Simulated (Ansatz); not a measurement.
# HBr with C₂H₄: superposition error and deformation, part 3 of 3

Ansatz 0.2.0, Gaussian basis. The steps go on from the part before.

## Step 25: B97M-V/def2-TZVPPD

The inputs:

free-a/in.yaml

```yaml
crystal:
  periodic: [false, false, false]
  atoms:
    - {symbol: Br, position_ang: [-0.006698, 0.207171, -2.981656]}
    - {symbol: H, position_ang: [-0.002697, 0.109316, -1.564515]}
basis:
  gaussian: {orbitals: "def2-TZVPPD.json"}
hamiltonian: {xc: {name: B97M-V}}
```

free-b/in.yaml

```yaml
crystal:
  periodic: [false, false, false]
  atoms:
    - {symbol: C, position_ang: [0.405330, 0.469914, 0.794556]}
    - {symbol: C, position_ang: [-0.402197, -0.575449, 0.720922]}
    - {symbol: H, position_ang: [1.484211, 0.357888, 0.786014]}
    - {symbol: H, position_ang: [0.021712, 1.481985, 0.866360]}
    - {symbol: H, position_ang: [-1.481077, -0.463410, 0.729318]}
    - {symbol: H, position_ang: [-0.018582, -1.587512, 0.649003]}
basis:
  gaussian: {orbitals: "def2-TZVPPD.json"}
hamiltonian: {xc: {name: B97M-V}}
```

The same command starts each run, in its folder.

Run with:

```console
> ansatz run in.yaml --threads 4 --pin off --events-out ev --progress --plain --max-ram 9574MiB
```

Log of free-a (excerpt; [...] marks lines left out):

```text
Functional definition: B97M-V
  name "B97M-V"
  cite "Mardirossian & Head-Gordon, J. Chem. Phys. 142, 074111 (2015) doi:10.1063/1.4907719"
  cite "Becke, J. Chem. Phys. 107, 8554 (1997) doi:10.1063/1.475007"
  cite "Vydrov & Van Voorhis, J. Chem. Phys. 133, 244103 (2010) doi:10.1063/1.3521275"
  # Of w^i u^j: cxij and so on, Table III.
[...]
  gx(w, u) = cx00 + cx01*u + cx02*u^2 + (cx10 + cx11*u)*w
[...]
  gos(w, u) = cos00 + cos01*u + cos03*u^3 + cos10*w + cos32*w^3*u^2
[...]
      + integral(e_c_pw_mod_opposite_spin*gos(b97_w_opposite, b97_u_opposite)) + vv10(b, c)
479 factors; their error is unknown
[...]
mean field -70050.15837914 eV, -2574.2958387308 hartree, gradient 2.3e-5 eV, S^2 0.000000; 0 other end points of the search recorded, 0 dependent functions left out
reference -70050.15844301 eV, -2574.2958410778 hartree; 18, 18 occupied and 56, 56 virtual orbitals, 479 factors
Total energy: -70050.15844301 eV, -2574.2958410778 hartree
```

Log of free-b (excerpt; [...] marks lines left out):

```text
[... 5 set-up lines as earlier in the session ...]
  # Of w^i u^j: cxij and so on, Table III.
[...]
  gx(w, u) = cx00 + cx01*u + cx02*u^2 + (cx10 + cx11*u)*w
[...]
  gos(w, u) = cos00 + cos01*u + cos03*u^3 + cos10*w + cos32*w^3*u^2
[...]
      + integral(e_c_pw_mod_opposite_spin*gos(b97_w_opposite, b97_u_opposite)) + vv10(b, c)
584 factors; their error is unknown
[...]
mean field -2139.28559128 eV, -78.6172954196 hartree, gradient 6.9e-5 eV, S^2 0.000000; 0 other end points of the search recorded, 0 dependent functions left out
reference -2139.28563565 eV, -78.6172970504 hartree; 8, 8 occupied and 134, 134 virtual orbitals, 584 factors
Total energy: -2139.28563565 eV, -78.6172970504 hartree
```

They took 0.4 s (free-a), 0.9 s (free-b) on 4 threads of Intel Xeon 6975P-C, shared host.

## Step 26: HSE06-D4/def2-TZVPPD

The same edit goes into each in.yaml of step 25 (free-a, free-b):

```diff
-hamiltonian: {xc: {name: B97M-V}}
+hamiltonian: {xc: hse06, dispersion: d4}
```

Each run has its own folder and the same command.

Run with:

```console
> ansatz run in.yaml --threads 4 --pin off --events-out ev --progress --plain --max-ram 9574MiB
```

Output in free-a (excerpt; [...] marks lines left out):

```text
[... 6 set-up lines as earlier in the session ...]
[...]
531 factors; their error is unknown
36 factors; integrals over basis functions are off by at most 9.7e-5 eV
[...]
mean field -70054.73058597 eV, -2574.4638642324 hartree, gradient 8.9e-5 eV, S^2 0.000000; 0 other end points of the search recorded, 0 dependent functions left out
reference -70054.73062379 eV, -2574.4638656225 hartree; 18, 18 occupied and 56, 56 virtual orbitals, 531 factors
Total energy: -70054.73569816 eV, -2574.4640521020 hartree
```

Log of free-b (excerpt; [...] marks lines left out):

```text
[... 6 set-up lines as earlier in the session ...]
[...]
584 factors; their error is unknown
69 factors; integrals over basis functions are off by at most 3.6e-6 eV
[...]
mean field -2136.32793711 eV, -78.5086036336 hartree, gradient 8.9e-6 eV, S^2 0.000000; 0 other end points of the search recorded, 0 dependent functions left out
reference -2136.32796597 eV, -78.5086046943 hartree; 8, 8 occupied and 134, 134 virtual orbitals, 584 factors
Total energy: -2136.36636864 eV, -78.5100159664 hartree
```

Wall times: 0.25 s (free-a), 0.35 s (free-b) on 4 threads of Intel Xeon 6975P-C, shared host.

## Step 27: CCSD(T)/def2-TZVPPD

The same edit goes into each in.yaml of step 26 (free-a, free-b):

```diff
-hamiltonian: {xc: hse06, dispersion: d4}
+correlation: {method: ccsd_t}
```

The same command starts each run, in its folder.

Run with:

```console
> ansatz run in.yaml --threads 4 --pin off --events-out ev --progress --plain --max-ram 9574MiB
```

Log of free-a (excerpt; [...] marks lines left out):

```text
[... 4 set-up lines as earlier in the session ...]
[...]
448 factors; integrals over basis functions are off by at most 1.5e-3 eV
[...]
mean field -70014.95853806 eV, -2573.0022684304 hartree, gradient 1.7e-6 eV, S^2 0.000000; 0 other end points of the search recorded, 0 dependent functions left out
9 core orbitals not correlated: weight in the atoms' cores, before any rotation towards them, 1.000 or more for the frozen orbitals, at most 0.000 for the correlated occupied ones
reference -70014.95853806 eV, -2573.0022684304 hartree; 9, 9 occupied and 56, 56 virtual orbitals, 448 factors
second order -7.87999816 eV of doubles, -0.00000000 eV of singles
cycle   1  -7.96290961 eV  change   -8.3e-2 eV  update   4.5e-2
[...]
cycle   7  -8.14975088 eV  change    2.9e-6 eV  update   1.3e-5
perturbative correction -0.24559848 eV, -0.0090255778 hartree
Total energy: -70023.35388743 eV, -2573.3107918292 hartree
```

Output in free-b (excerpt; [...] marks lines left out):

```text
[... 4 set-up lines as earlier in the session ...]
[...]
807 factors; integrals over basis functions are off by at most 9.5e-4 eV
[...]
mean field -2124.30080984 eV, -78.0666148588 hartree, gradient 1.0e-6 eV, S^2 0.000000; 0 other end points of the search recorded, 0 dependent functions left out
2 core orbitals not correlated: weight in the atoms' cores, before any rotation towards them, 1.000 or more for the frozen orbitals, at most 0.000 for the correlated occupied ones
reference -2124.30080984 eV, -78.0666148588 hartree; 6, 6 occupied and 134, 134 virtual orbitals, 807 factors
second order -9.11947757 eV of doubles, -0.00000000 eV of singles
cycle   1  -9.48685769 eV  change   -3.7e-1 eV  update   6.3e-2
[...]
cycle   8  -9.78761573 eV  change   -1.2e-5 eV  update   9.1e-6
perturbative correction -0.40674256 eV, -0.0149475134 hartree
Total energy: -2134.49516813 eV, -78.4412506160 hartree
```

Times: 0.3 s (free-a), 1.3 s (free-b) on 4 threads of Intel Xeon 6975P-C, shared host; peak memory 0.77 GiB.

## Step 28: The split

| method | interaction with counterpoise (kcal/mol) | without | superposition error | deformation | binding energy |
| --- | --- | --- | --- | --- | --- |
| PBE-D4 | -3.61 | -3.77 | 0.16 | -0.08 | -3.68 |
| revPBE-D4 | -3.12 | -3.30 | 0.18 | -0.10 | -3.22 |
| BLYP-D4 | -2.89 | -3.05 | 0.16 | -0.11 | -2.99 |
| r2SCAN-D4 | -3.31 | -3.44 | 0.13 | 0.06 | -3.25 |
| B97M-V | -2.76 | -2.98 | 0.22 | 0.12 | -2.63 |
| PBE0-D4 | -3.42 | -3.57 | 0.15 | 0.07 | -3.35 |
| B3LYP-D4 | -2.96 | -3.10 | 0.14 | 0.03 | -2.93 |
| HSE06-D4 | -3.44 | -3.58 | 0.14 | 0.07 | -3.37 |
| wB97X-V | -2.62 | -2.76 | 0.14 | 0.09 | -2.53 |
| wB97M-V | -2.62 | -2.76 | 0.14 | 0.10 | -2.52 |
| B2PLYP | -1.94 | -2.30 | 0.36 | 0.07 | -1.87 |
| Hartree-Fock | 0.14 | -0.01 | 0.14 | 0.23 | 0.37 |
| MP2 | -2.95 | -3.85 | 0.90 | 0.13 | -2.83 |
| CCSD | -1.71 | -2.53 | 0.82 | 0.09 | -1.63 |
| CCSD(T) | -2.15 | -3.03 | 0.88 | 0.04 | -2.11 |

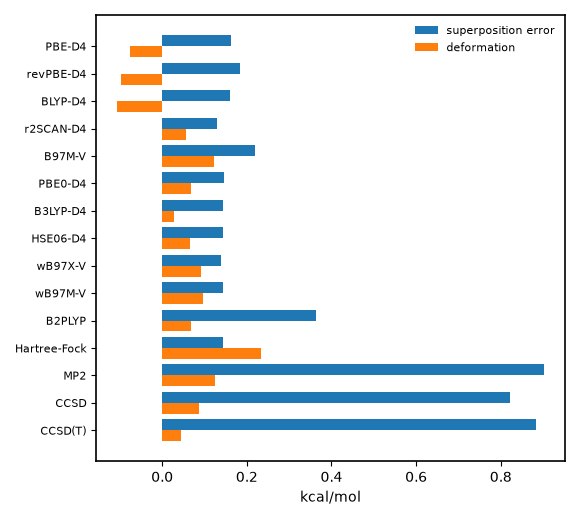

Superposition error and deformation energy by method.

## Step 29: Summary of results

The summary covers parts 1 to 3.

| quantity | value |
| --- | --- |
| interaction, CCSD(T) | -2.15 kcal/mol |
| superposition error | 0.88 kcal/mol |
| deformation | 0.04 kcal/mol |
| binding energy | -2.11 kcal/mol |

**Reading.** In this basis the superposition error is 0.88 kcal/mol for CCSD(T) and 0.16 kcal/mol on average for the plain functionals: correlated methods borrow far more, since they need many more functions to converge. Deformation takes back 2 % of the interaction. The free shapes are PBE0-D4 minima, so other methods can show a small negative deformation energy.
